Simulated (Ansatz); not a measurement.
Hf (P6_3/mmc, No. 194): a calculation's starting geometry; the starting structure was generated, so it need not be a known form of this composition.

```yaml
crystal:
  lattice:
    - [3.19259, 0.00000, 0.00000]
    - [-1.59630, 2.76486, 0.00000]
    - [0.00000, 0.00000, 10.20685]
  atoms:
    - { symbol: Hf, position: [0.00000, 0.00000, 0.00000] }
    - { symbol: Hf, position: [0.00000, 0.00000, 0.50000] }
    - { symbol: Hf, position: [0.33333, 0.66667, 0.25000] }
    - { symbol: Hf, position: [0.66667, 0.33333, 0.75000] }
```

What will a dark-field STEM-like image along [001] show? Simulated incoherent Z contrast: every atom adds Z^1.7 spread by a probe of 1.12 Å full width; channelling and multiple scattering are left out.

Answer. The columns repeat on a hexagonal net with a repeat of 3.19 Å (plane group p6mm). The brightest columns hold 2 Hf per repeat; in falling brightness follow 1 Hf (about 40 %). Brightness is counted from the darkest point of the image. The shortest distance between visible columns is 1.84 Å in projection. Along the beam the structure repeats every 10.21 Å.

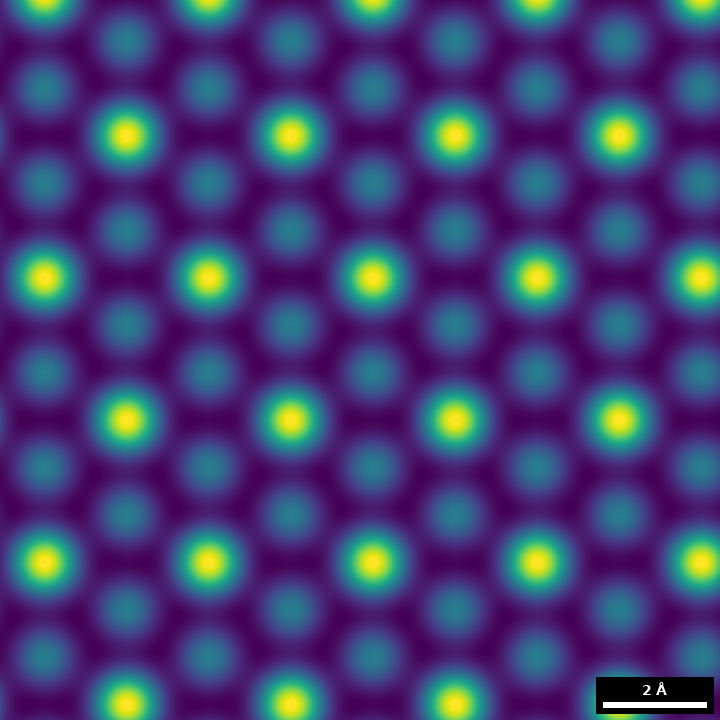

The simulated image.
